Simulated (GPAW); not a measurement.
Band structure of MgCd2 (C2/m, 6 atoms in the cell).

```yaml
crystal:
  lattice:
    - [5.84365, -1.54269, 0.00000]
    - [5.84365, 1.54269, 0.00000]
    - [-2.17098, 0.00000, 7.03542]
  atoms:
    - { symbol: Mg, position: [0.47363, 0.47363, 0.19795] }
    - { symbol: Mg, position: [0.52637, 0.52637, 0.80205] }
    - { symbol: Cd, position: [0.19157, 0.19157, 0.13775] }
    - { symbol: Cd, position: [0.80843, 0.80843, 0.86225] }
    - { symbol: Cd, position: [0.86199, 0.86199, 0.46981] }
    - { symbol: Cd, position: [0.13801, 0.13801, 0.53019] }
```

Method of the run: LDA (Perdew-Wang 92), GPAW PAW datasets LDA (gpaw-data 1.0.1) (plane waves; GPAW 25.7.0).

Settings: mode = pw; ecut = 800 eV; xc = LDA; kpts = 5 5 3; mesh shift (steps) = 0 0 0; occupations.name = fermi-dirac; occupations.width = 0.1 eV; nbands = -10; symmetry.symmorphic = false; symmetry.tolerance = 0.0005; maxiter = 100; bandpath_npoints = 40.

The starting cell comes from a database of computed structures (which also holds hypothetical and non-ambient phases and stackings), without a prior relaxation at this level.

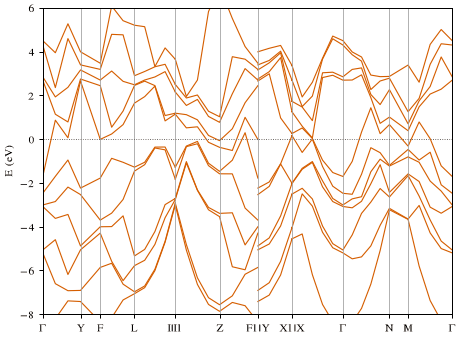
Fig. 1. Bands along the path, energies from the Fermi level.

Levels in eV from the Fermi level, bands 31 to 38:
```
point     31     32     33     34     35     36    37    38
-----  -----  -----  -----  -----  -----  -----  ----  ----
Γ      -5.06  -3.08  -3.01  -2.47  -1.71   2.70  2.85  4.30
Y      -5.06  -4.88  -2.53  -2.24   2.66   2.75  3.16  3.39
F      -4.29  -4.00  -3.70  -1.78  -0.01   2.44  2.70  3.19
L      -5.78  -5.34  -1.46  -1.28   1.65   2.45  2.48  2.90
I      -2.76  -2.71  -1.83  -1.28   1.14   1.19  2.15  2.50
Z      -3.54  -3.39  -1.58  -1.47  -0.37  -0.07  0.77  1.02
F1     -4.29  -4.00  -3.70  -1.78  -0.01   2.44  2.70  3.19
X1     -2.51  -2.02  -2.02   0.16   0.26   1.25  1.73  2.69
N      -2.64  -2.43  -1.23  -1.20   0.66   1.01  2.26  2.79
M      -1.66  -1.59  -0.81  -0.47  -0.32   0.39  0.70  1.25
```

Bands cross the Fermi level along this path, so the cell is metallic at this level.
